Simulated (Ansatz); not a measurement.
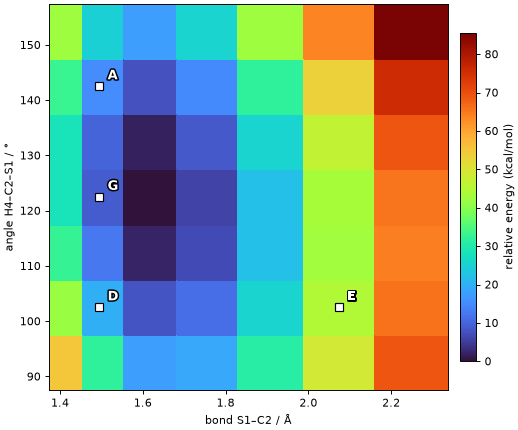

CH₂STe, SMILES S=C[TeH]. Two internal coordinates are moved rigidly from the geometry relaxed at PBE0-D4/def2-TZVP, all others fixed. The first coordinate is: bond S1–C2; the second: angle H4–C2–S1. The scan uses a 7 × 7 grid. Points are written as (first, second). All energies are given in kcal/mol relative to the lowest grid point. Theory: RKS PBE-D4/def2-TZVPP in Ansatz.

In the figure: one coloured cell a grid point, lettered points.

### Rank the lettered points by energy, lowest first.

G (9 kcal/mol), A (15 kcal/mol), D (20 kcal/mol), E (45 kcal/mol).
